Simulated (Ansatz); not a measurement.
**SiO2 under a change: Si → S**

The reference is SiO₂ in the rutile structure (space group P4_2/mnm, No. 136; a = 4.195 Å, c = 2.678 Å).

The change: full substitution Si → S, then cell and atoms are relaxed.

Calculations: Ansatz (a first-principles code), PBEsol, PAW, cutoff 420 eV, spin-orbit coupling left out. Γ-centred 10×10×16 mesh, Fermi–Dirac width 0.05 eV, for the changed cell.

| quantity | base | changed | shift |
|---|---|---|---|
| volume per atom | 7.85 Å³ | 10.29 Å³ | +2.44 Å³ |
| density | 4.23 g/cm³ | 3.45 g/cm³ | -0.789 g/cm³ |
| c/a ratio | 0.639 | 0.604 | -0.0343 |
| space group | P4_2/mnm (No. 136) | P4_2/mnm (No. 136) | – |
| shortest interatomic distance | 1.766 Å | 1.907 Å | +0.141 Å |
| band gap | 5.35 eV | zero | – |

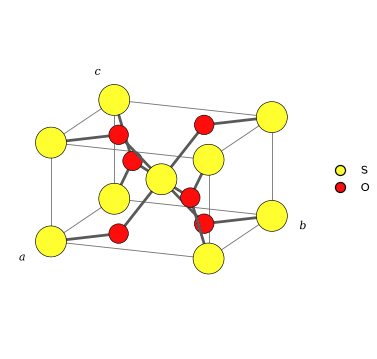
The relaxed conventional cell after the change

Whether these cells are dynamically stable was not tested. As relaxed here, SO2 is a hypothetical phase, not in the database extracts checked. The final runs are not spin-polarised.
